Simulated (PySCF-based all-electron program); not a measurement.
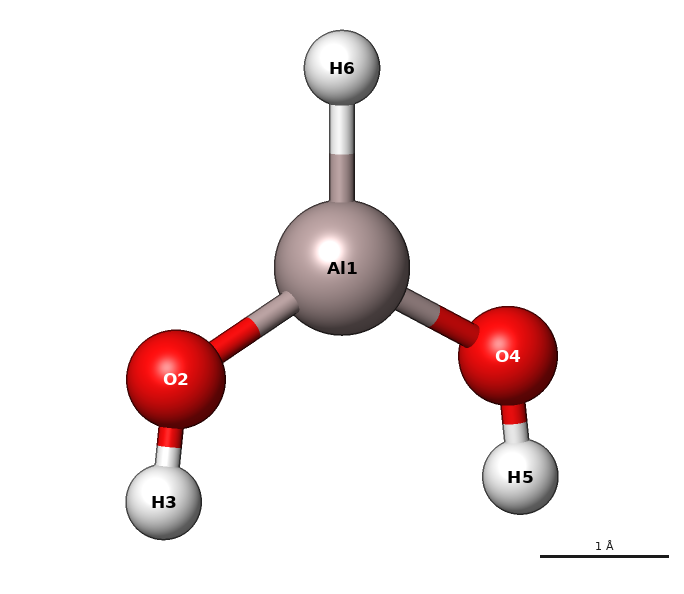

Simulated data, not a measurement (program: PySCF-based all-electron program).

The view is orthographic, and the bar gives the scale. Geometry: a fixed input geometry, not necessarily a minimum.

Give an XYZ file in the frame of the picture: x to the right, y up, z towards the viewer, origin at the mean of the atomic positions.

```xyz
6
AlH3O2
Al   0.00   0.58   0.07
O   -1.30  -0.30   0.75
H   -1.40  -1.26   0.70
O    1.30  -0.11  -0.80
H    1.40  -1.06  -0.97
H    0.00   2.14   0.26
```
